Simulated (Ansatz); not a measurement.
**Molecular dynamics, with input and output: Si2NH6SCl (part 4 of 4)**

Continued. System: Si2NH6SCl, SMILES N[Si]([SiH3])(S)Cl. Method: RKS B3LYP-D4/STO-3G (Ansatz 0.2.0). It belongs to a series of runs on one base structure; here: dynamics from the start.

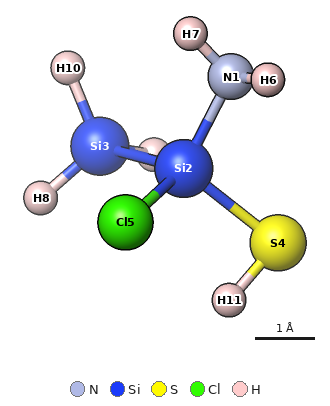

Figure 1. The geometry at step 239 of the log (ball-and-stick view, seen at a tilt; atoms are numbered from 1 in the order of the input).

### Trajectory as extended XYZ, continued
```
11
Properties=species:S:1:pos:R:3:forces:R:3 step=160 time_fs=40.0 energy=-40245.00751 temperature=123.2
N    -1.2010    1.3575    0.0288   -1.5165   1.4627   0.0316
Si   -0.2629    0.0664   -0.4734    0.6827  -1.8966  -0.8318
Si    1.2685   -0.4381    1.1167    2.4076  -0.1418  -3.0070
S    -1.7011   -1.5035   -0.7400   -0.4491  -0.3973  -0.2267
Cl    0.6447    0.3386   -2.4510   -0.0429   0.0486   0.5856
H    -2.0912    1.5386   -0.4983    0.4851   0.1032   0.3738
H    -0.8279    2.2496    0.4187    0.0098  -0.3365  -0.1514
H     2.3694   -1.1984    0.3341   -1.4779   0.8859   1.4775
H     0.7739   -1.1270    2.2192   -0.6265  -0.9316   1.0304
H     1.8153    0.7964    1.5694    0.3223   0.4233   0.2816
H    -1.1062   -2.3317   -1.6712    0.2055   0.7801   0.4364
11
Properties=species:S:1:pos:R:3:forces:R:3 step=167 time_fs=41.8 energy=-40245.04415 temperature=144.0
N    -1.2042    1.3556    0.0326   -0.4641   0.4444   0.4169
Si   -0.2647    0.0664   -0.4709    0.7517  -1.9974  -0.9654
Si    1.2691   -0.4373    1.1165    2.2522  -0.0524  -1.9440
S    -1.6989   -1.5057   -0.7373   -0.3782  -0.5532  -0.3811
Cl    0.6415    0.3339   -2.4584   -0.0902   0.0568   0.6936
H    -2.0522    1.5469   -0.4948   -0.9758   0.3221  -0.4769
H    -0.8191    2.2329    0.3871    0.4230   0.5519   0.3102
H     2.3757   -1.1907    0.3487   -1.4165   0.8527   1.3716
H     0.7661   -1.1602    2.2346   -0.2911  -0.4164   0.2820
H     1.8145    0.8190    1.5872    0.0733  -0.1357   0.0888
H    -1.1067   -2.3361   -1.6811    0.1156   0.9272   0.6043
11
Properties=species:S:1:pos:R:3:forces:R:3 step=175 time_fs=43.8 energy=-40245.17409 temperature=242.7
N    -1.2099    1.3548    0.0380   -0.1158   0.4024   0.5919
Si   -0.2663    0.0641   -0.4691    0.6928  -1.9390  -1.0730
Si    1.2722   -0.4358    1.1136    0.8095   0.3938   0.1811
S    -1.6965   -1.5095   -0.7345   -0.6302  -0.1697   0.0503
Cl    0.6378    0.3288   -2.4661   -0.1304   0.0524   0.7820
H    -2.0403    1.5662   -0.5015   -1.1993   0.3288  -0.6584
H    -0.7946    2.2325    0.3590    0.4130   0.5688   0.3277
H     2.3344   -1.1546    0.4103   -0.2501   0.0903   0.4946
H     0.7483   -1.2097    2.2586    0.1781   0.3633  -0.7617
H     1.8159    0.8374    1.6086   -0.1438  -0.5969  -0.0898
H    -1.1037   -2.3115   -1.6682    0.3764   0.5057   0.1552
11
Properties=species:S:1:pos:R:3:forces:R:3 step=183 time_fs=45.8 energy=-40245.12894 temperature=204.6
N    -1.2158    1.3558    0.0452   -1.0239   1.6086   0.0270
Si   -0.2668    0.0593   -0.4689    0.5466  -1.6989  -1.1323
Si    1.2765   -0.4337    1.1108   -1.3788   1.2910   2.0016
S    -1.6949   -1.5132   -0.7315   -0.9986   0.4226   0.7153
Cl    0.6343    0.3239   -2.4727   -0.1555   0.0341   0.8319
H    -2.0639    1.5980   -0.5298    0.4389  -0.1065   0.3283
H    -0.7584    2.2507    0.3415   -0.1224  -0.3365  -0.0576
H     2.2873   -1.1152    0.4878    1.7294  -1.2047  -0.8505
H     0.7335   -1.2482    2.2554    0.3714   0.7720  -1.1724
H     1.8120    0.8346    1.6305   -0.1867  -0.6118  -0.1212
H    -1.0855   -2.2685   -1.6460    0.7797  -0.1699  -0.5700
11
Properties=species:S:1:pos:R:3:forces:R:3 step=191 time_fs=47.8 energy=-40245.17134 temperature=234.3
N    -1.2248    1.3605    0.0532   -1.1295   1.7636  -0.3429
Si   -0.2662    0.0526   -0.4697    0.2646  -1.2570  -1.0857
Si    1.2791   -0.4298    1.1107   -1.6560   1.0485   1.6155
S    -1.6949   -1.5156   -0.7277   -0.8337   0.3845   0.6040
Cl    0.6308    0.3189   -2.4790   -0.1853   0.0190   0.8823
H    -2.0731    1.6256   -0.5518    1.1659  -0.3173   0.7857
H    -0.7254    2.2534    0.3244   -0.4064  -0.5631  -0.1883
H     2.3025   -1.1176    0.5366    1.9625  -1.3050  -1.0523
H     0.7304   -1.2602    2.2101    0.1706   0.6047  -0.7381
H     1.7982    0.8119    1.6441   -0.0161  -0.1056   0.0807
H    -1.0383   -2.2301   -1.6420    0.6634  -0.2723  -0.5611
11
Properties=species:S:1:pos:R:3:forces:R:3 step=199 time_fs=49.8 energy=-40245.34774 temperature=354.5
N    -1.2361    1.3698    0.0603    0.0882   0.4967   0.0178
Si   -0.2662    0.0436   -0.4714   -0.0831  -0.6158  -0.8839
Si    1.2805   -0.4242    1.1132    0.5136  -0.2654  -0.7312
S    -1.6965   -1.5169   -0.7235   -0.1279  -0.1835  -0.2154
Cl    0.6273    0.3143   -2.4840   -0.2231   0.0127   0.9302
H    -2.0439    1.6431   -0.5481    0.1966  -0.0373   0.0872
H    -0.7040    2.2375    0.3022   -0.2058   0.0111  -0.0118
H     2.3845   -1.1629    0.5471    0.0032   0.0624  -0.0787
H     0.7314   -1.2511    2.1363   -0.3738  -0.1387   0.3759
H     1.7819    0.7860    1.6587    0.2240   0.5614   0.3776
H    -0.9703   -2.1986   -1.6554   -0.0118   0.0965   0.1324
11
Properties=species:S:1:pos:R:3:forces:R:3 step=207 time_fs=51.8 energy=-40245.16848 temperature=229.5
N    -1.2459    1.3806    0.0668    1.4635  -1.0756   0.6691
Si   -0.2663    0.0330   -0.4741   -0.3989   0.0856  -0.6308
Si    1.2833   -0.4189    1.1147    2.2962  -0.7892  -2.2002
S    -1.6985   -1.5185   -0.7202    0.5385  -0.6047  -0.8964
Cl    0.6238    0.3104   -2.4880   -0.2547   0.0063   0.9573
H    -2.0114    1.6570   -0.5386   -1.1376   0.3959  -0.9571
H    -0.6901    2.2210    0.2816    0.1805   0.7224   0.1997
H     2.4706   -1.2049    0.5536   -1.4712   1.0590   0.5542
H     0.7176   -1.2453    2.0771   -0.7896  -0.7637   1.1921
H     1.7729    0.7802    1.6842    0.2315   0.6671   0.4292
H    -0.9018   -2.1620   -1.6654   -0.6581   0.2969   0.6829
11
Properties=species:S:1:pos:R:3:forces:R:3 step=215 time_fs=53.8 energy=-40245.16955 temperature=217.7
N    -1.2513    1.3891    0.0735    1.0422  -0.9156   0.1514
Si   -0.2670    0.0231   -0.4776   -0.5385   0.6905  -0.4518
Si    1.2890   -0.4140    1.1127    2.4262  -0.7136  -1.4132
S    -1.6993   -1.5211   -0.7180    0.6728  -0.5745  -0.9262
Cl    0.6204    0.3064   -2.4907   -0.2664  -0.0109   0.9424
H    -2.0182    1.6813   -0.5569   -0.3284   0.1131  -0.4114
H    -0.6713    2.2274    0.2666    0.0405   0.5354   0.0976
H     2.5042   -1.2091    0.5828   -1.7117   1.1997   0.5652
H     0.6745   -1.2603    2.0578   -0.4840  -0.4045   0.7799
H     1.7763    0.7968    1.7299   -0.0686   0.0235   0.0717
H    -0.8579   -2.1158   -1.6535   -0.7841   0.0569   0.5943
11
Properties=species:S:1:pos:R:3:forces:R:3 step=223 time_fs=55.8 energy=-40245.23148 temperature=259.7
N    -1.2532    1.3949    0.0792    0.3465   0.2017  -0.6073
Si   -0.2677    0.0149   -0.4818   -0.5312   1.1438  -0.2864
Si    1.2979   -0.4099    1.1086    0.8291  -0.4507   0.4315
S    -1.6997   -1.5249   -0.7161    0.2498  -0.1740  -0.3625
Cl    0.6166    0.3018   -2.4918   -0.2609  -0.0297   0.8894
H    -2.0343    1.7080   -0.5886    0.9220  -0.4029   0.5539
H    -0.6540    2.2533    0.2524   -0.4263  -0.2711  -0.1207
H     2.4764   -1.1717    0.6330   -0.7472   0.5425   0.0820
H     0.6149   -1.2873    2.0665    0.2752   0.4705  -0.2132
H     1.7780    0.8114    1.7753   -0.3110  -0.5175  -0.2926
H    -0.8411   -2.0662   -1.6221   -0.3461  -0.5125  -0.0742
11
Properties=species:S:1:pos:R:3:forces:R:3 step=231 time_fs=57.8 energy=-40245.10871 temperature=172.3
N    -1.2544    1.4016    0.0836    0.5433   0.2846  -0.6492
Si   -0.2683    0.0086   -0.4862   -0.4904   1.5048  -0.0452
Si    1.3084   -0.4060    1.1039   -1.8156   0.2997   1.9189
S    -1.6996   -1.5293   -0.7142   -0.1954   0.1635   0.1538
Cl    0.6122    0.2974   -2.4914   -0.2500  -0.0316   0.8189
H    -2.0157    1.7193   -0.6035    0.7788  -0.4491   0.5028
H    -0.6535    2.2702    0.2376   -0.4212  -0.5186  -0.1121
H     2.4256   -1.1162    0.6845    1.2361  -0.7606  -0.7213
H     0.5649   -1.2994    2.0708    0.8225   0.9642  -0.8138
H     1.7665    0.8035    1.8103   -0.3179  -0.5072  -0.3980
H    -0.8340   -2.0379   -1.5959    0.1099  -0.9497  -0.6547
11
Properties=species:S:1:pos:R:3:forces:R:3 step=239 time_fs=59.8 energy=-40245.06424 temperature=139.0
N    -1.2538    1.4088    0.0869    1.2046  -0.7779  -0.0940
Si   -0.2687    0.0044   -0.4905   -0.4266   1.7073   0.2130
Si    1.3159   -0.4013    1.1019   -2.9271   0.5979   1.8425
S    -1.6997   -1.5337   -0.7116   -0.0022   0.0708  -0.0306
Cl    0.6074    0.2928   -2.4900   -0.2354  -0.0104   0.7390
H    -1.9677    1.7150   -0.6054   -0.4229  -0.0851  -0.4251
H    -0.6654    2.2686    0.2199    0.1414   0.0132   0.1104
H     2.4195   -1.0880    0.7092    2.0846  -1.3157  -1.0022
H     0.5436   -1.2729    2.0466    0.8022   0.7211  -0.6468
H     1.7421    0.7804    1.8305   -0.1383  -0.0519  -0.2318
H    -0.8203   -2.0421   -1.5924   -0.0804  -0.8692  -0.4746
11
Properties=species:S:1:pos:R:3:forces:R:3 step=247 time_fs=61.8 energy=-40245.17793 temperature=226.7
N    -1.2501    1.4146    0.0894    1.0518  -1.5435  -0.0379
Si   -0.2696    0.0029   -0.4942   -0.2706   1.6926   0.3656
Si    1.3185   -0.3959    1.1028   -0.9111  -0.1593  -0.0187
S    -1.7005   -1.5384   -0.7091    0.5418  -0.2740  -0.5973
Cl    0.6023    0.2881   -2.4877   -0.2116   0.0187   0.6503
H    -1.9317    1.7080   -0.6247   -0.9230   0.0572  -0.7643
H    -0.6766    2.2686    0.2041    0.6921   0.5730   0.2771
H     2.4814   -1.1060    0.6976    0.4149  -0.2967  -0.3633
H     0.5548   -1.2192    2.0013    0.1344  -0.2051   0.2555
H     1.7157    0.7576    1.8386    0.1125   0.5698   0.0752
H    -0.8097   -2.0765   -1.6059   -0.6311  -0.4326   0.1579
11
Properties=species:S:1:pos:R:3:forces:R:3 step=255 time_fs=63.8 energy=-40245.10713 temperature=169.2
N    -1.2441    1.4170    0.0913    0.3594  -0.6561  -0.8314
Si   -0.2711    0.0034   -0.4972   -0.0120   1.4722   0.3872
Si    1.3196   -0.3909    1.1039    1.4737  -0.3269  -1.7180
S    -1.7011   -1.5433   -0.7076    0.7697  -0.5080  -0.8863
Cl    0.5973    0.2835   -2.4841   -0.1723   0.0423   0.5438
H    -1.9238    1.7025   -0.6679   -0.0726  -0.1537   0.1845
H    -0.6643    2.2872    0.2016    0.3055  -0.0356   0.1041
H     2.5578   -1.1377    0.6718   -1.2917   0.7346   0.2934
H     0.5710   -1.1713    1.9663   -0.6827  -1.2135   1.2673
H     1.6955    0.7583    1.8494    0.2036   0.6832   0.0953
H    -0.8208   -2.1295   -1.6141   -0.8806  -0.0386   0.5602
11
Properties=species:S:1:pos:R:3:forces:R:3 step=263 time_fs=65.8 energy=-40245.09119 temperature=159.1
N    -1.2372    1.4180    0.0905    0.1371   0.4000  -1.3297
Si   -0.2727    0.0058   -0.4997    0.2209   1.0916   0.3896
Si    1.3224   -0.3864    1.1033    1.7996  -0.2408  -1.4339
S    -1.7011   -1.5484   -0.7071    0.3948  -0.3576  -0.5655
Cl    0.5921    0.2787   -2.4792   -0.1175   0.0675   0.4152
H    -1.9208    1.6934   -0.7050    0.6235  -0.1911   0.9704
H    -0.6321    2.3036    0.2031   -0.4024  -0.8986  -0.1588
H     2.5867   -1.1416    0.6554   -1.7390   1.0009   0.5088
H     0.5642   -1.1656    1.9745   -0.4846  -1.0671   1.0634
H     1.6861    0.7857    1.8622    0.0927   0.1819  -0.2299
H    -0.8642   -2.1841   -1.6012   -0.5251   0.0132   0.3706
11
Properties=species:S:1:pos:R:3:forces:R:3 step=271 time_fs=67.8 energy=-40245.24062 temperature=269.2
N    -1.2301    1.4191    0.0862    0.4201   0.0019  -0.9565
Si   -0.2748    0.0092   -0.5024    0.3445   0.6238   0.4878
Si    1.3267   -0.3825    1.1011    0.2530  -0.2947   0.1371
S    -1.7012   -1.5540   -0.7071   -0.3265   0.1205   0.1404
Cl    0.5871    0.2740   -2.4729   -0.0518   0.1071   0.2629
H    -1.9002    1.6776   -0.7053    0.2343   0.1371   0.5897
H    -0.6081    2.2864    0.1978   -0.4360  -0.6650  -0.1757
H     2.5573   -1.1107    0.6593   -1.0492   0.6058   0.2962
H     0.5426   -1.1995    2.0172    0.4563  -0.0571  -0.0595
H     1.6784    0.8195    1.8668   -0.0237  -0.3464  -0.5256
H    -0.9284   -2.2388   -1.5759    0.1789  -0.2330  -0.1969
11
Properties=species:S:1:pos:R:3:forces:R:3 step=279 time_fs=69.8 energy=-40245.21267 temperature=244.7
N    -1.2221    1.4195    0.0785    0.7198  -1.3647  -0.1114
Si   -0.2760    0.0133   -0.5044    0.3598   0.0903   0.5928
Si    1.3307   -0.3793    1.0992   -2.1570   0.1439   1.4789
S    -1.7019   -1.5597   -0.7071   -0.7491   0.4478   0.5605
Cl    0.5823    0.2696   -2.4661    0.0264   0.1569   0.1005
H    -1.8710    1.6708   -0.6856   -0.8021   0.5576  -0.4989
H    -0.5975    2.2465    0.1859    0.2325   0.4598   0.0503
H     2.4917   -1.0571    0.6747    0.7533  -0.4272  -0.3488
H     0.5383   -1.2368    2.0574    1.0356   0.6687  -0.8395
H     1.6679    0.8372    1.8518   -0.0139  -0.4218  -0.5089
H    -0.9878   -2.3016   -1.5583    0.5948  -0.3113  -0.4755
11
Properties=species:S:1:pos:R:3:forces:R:3 step=287 time_fs=71.8 energy=-40245.14025 temperature=197.6
N    -1.2122    1.4169    0.0701    0.3101  -1.4451  -0.1704
Si   -0.2765    0.0177   -0.5059    0.3801  -0.4756   0.5569
Si    1.3315   -0.3757    1.0993   -3.5263   0.5182   1.6665
S    -1.7028   -1.5649   -0.7066   -0.5974   0.1688   0.2971
Cl    0.5778    0.2656   -2.4591    0.1203   0.1967  -0.0674
H    -1.8688    1.6874   -0.6823   -0.7201   0.4823  -0.4258
H    -0.5765    2.2232    0.1765    0.4536   0.8709   0.1597
H     2.4528   -1.0180    0.6750    2.1049  -1.1627  -0.8669
H     0.5724   -1.2488    2.0675    0.9436   0.7205  -0.8499
H     1.6550    0.8391    1.8210    0.1046  -0.0531  -0.2154
H    -1.0281   -2.3740   -1.5579    0.4269   0.1791  -0.0844
11
Properties=species:S:1:pos:R:3:forces:R:3 step=295 time_fs=73.8 energy=-40245.25838 temperature=270.3
N    -1.2011    1.4106    0.0611   -0.2048   0.3160  -0.8079
Si   -0.2767    0.0208   -0.5070    0.4243  -1.0040   0.4058
Si    1.3280   -0.3717    1.1018   -1.8144   0.0550   0.1072
S    -1.7047   -1.5698   -0.7059   -0.3389  -0.2745  -0.1014
Cl    0.5737    0.2624   -2.4519    0.2218   0.2151  -0.2362
H    -1.8933    1.7203   -0.6915    0.3713  -0.0624   0.5960
H    -0.5429    2.2311    0.1739   -0.2985  -0.0507   0.0213
H     2.4855   -1.0159    0.6433    0.9724  -0.4718  -0.4506
H     0.6387   -1.2366    2.0455    0.2759   0.0814  -0.0743
H     1.6432    0.8410    1.7850    0.2324   0.4111   0.1320
H    -1.0529   -2.4406   -1.5580    0.1586   0.7848   0.4081
11
Properties=species:S:1:pos:R:3:forces:R:3 step=303 time_fs=75.8 energy=-40245.18506 temperature=221.4
N    -1.1904    1.4045    0.0505   -0.3321   1.4986  -0.8499
Si   -0.2765    0.0221   -0.5076    0.3757  -1.4356   0.3095
Si    1.3227   -0.3676    1.1051    0.8345  -0.0197  -1.8653
S    -1.7074   -1.5751   -0.7057   -0.3790  -0.2499  -0.0578
Cl    0.5700    0.2590   -2.4449    0.3157   0.2250  -0.3912
H    -1.9072    1.7486   -0.6831    0.8004  -0.4145   0.8910
H    -0.5210    2.2367    0.1714   -0.7326  -0.6417  -0.0261
H     2.5522   -1.0260    0.5968   -0.8045   0.5172   0.2632
H     0.7144   -1.2244    2.0210   -0.5405  -0.8668   1.0363
H     1.6371    0.8590    1.7525    0.2434   0.4976   0.2709
H    -1.0723   -2.4794   -1.5388    0.2191   0.8897   0.4194
11
Properties=species:S:1:pos:R:3:forces:R:3 step=311 time_fs=77.8 energy=-40245.13910 temperature=194.5
N    -1.1804    1.4011    0.0378   -0.0926   0.9599  -0.2447
Si   -0.2759    0.0210   -0.5081    0.1551  -1.7090   0.3625
Si    1.3181   -0.3633    1.1065    1.9640   0.1288  -2.2449
S    -1.7105   -1.5808   -0.7053   -0.6533   0.2461   0.3520
Cl    0.5664    0.2559   -2.4382    0.3979   0.2328  -0.5321
H    -1.8944    1.7635   -0.6499    0.0889  -0.2775   0.1674
H    -0.5215    2.2161    0.1666   -0.2637  -0.1137   0.1801
H     2.5906   -1.0198    0.5607   -1.5907   0.9166   0.6021
H     0.7718   -1.2403    2.0324   -0.6630  -0.9447   1.1928
H     1.6403    0.8934    1.7292    0.1091   0.0747   0.1419
H    -1.0834   -2.4872   -1.5053    0.5481   0.4860   0.0228
11
Properties=species:S:1:pos:R:3:forces:R:3 step=319 time_fs=79.8 energy=-40245.19048 temperature=227.5
N    -1.1696    1.3999    0.0250    0.2824  -0.4089   0.5083
Si   -0.2750    0.0177   -0.5084   -0.1688  -1.7956   0.4975
Si    1.3159   -0.3587    1.1047    1.3374  -0.1263  -0.8166
S    -1.7147   -1.5863   -0.7047   -0.8722   0.7980   0.7356
Cl    0.5634    0.2531   -2.4322    0.4687   0.2296  -0.6573
H    -1.8765    1.7713   -0.6108   -1.0822   0.1288  -0.8659
H    -0.5311    2.1903    0.1677    0.5964   0.8727   0.4884
H     2.5725   -0.9803    0.5479   -1.2169   0.6857   0.4453
H     0.8059   -1.2880    2.0832   -0.1212   0.1159   0.1126
H     1.6508    0.9298    1.7132   -0.0798  -0.4757  -0.0574
H    -1.0724   -2.4753   -1.4739    0.8561  -0.0244  -0.3907
```

The run was set up as follows.

### The input
```yaml
crystal:
  periodic: [false, false, false]
  atoms:
    - { symbol: "N", position_ang: [-1.236595, 1.420693, 0.024271] }
    - { symbol: Si, position_ang: [-0.31638, 0.024925, -0.473767] }
    - { symbol: Si, position_ang: [1.281605, -0.431161, 1.075911] }
    - { symbol: S, position_ang: [-1.776132, -1.47855, -0.85802] }
    - { symbol: Cl, position_ang: [0.736398, 0.407204, -2.32395] }
    - { symbol: H, position_ang: [-1.980579, 1.720138, -0.645724] }
    - { symbol: H, position_ang: [-0.667455, 2.269807, 0.238958] }
    - { symbol: H, position_ang: [2.095446, -1.537769, 0.631028] }
    - { symbol: H, position_ang: [0.65797, -0.784692, 2.330433] }
    - { symbol: H, position_ang: [2.122871, 0.725856, 1.278491] }
    - { symbol: H, position_ang: [-0.85165, -2.393552, -1.256931] }
basis:
  gaussian: { orbitals: STO-3G }
hamiltonian:
  xc: b3lyp
  dispersion: d4
md:
  timestep: 0.25
  n_steps: 319
  ensemble: nvt_langevin
  temperature: 500.0
  initial_velocities: maxwell_boltzmann
  seed: 226478
  friction: 0.001
scf:
  lower_state_search: "off"
```

Launched with:
```bash
ansatz run input.yaml --threads 1 --pin off --max-ram 2048MiB --backend cpu --events-out ev --progress --plain --runs-dir out
```

### Results in brief

- outcome: finished
- mean temperature over the second half: 216 K
- trajectory: 319 steps, 79.75 fs
- ensemble: nvt_langevin
- temperature in the input: 500.0 K
- time step: 0.25 fs
- potential energy (last step): −40245.1907 eV
- mean-field energy (last step): −40244.6147 eV
- largest force (length of the vector) (last step): 1.871 eV/Å
- hardware: 1 thread of Arm Neoverse V1, 24 GiB of memory available, shared host
- wall time: 11 min
- peak memory: 0.11 GiB

So short a trajectory is not equilibrated. The logged temperature at the start can lie below the typed one, since it is counted over all degrees of freedom. The temperature stays far from the 500 K of the thermostat over the second half: the run isn't equilibrated.
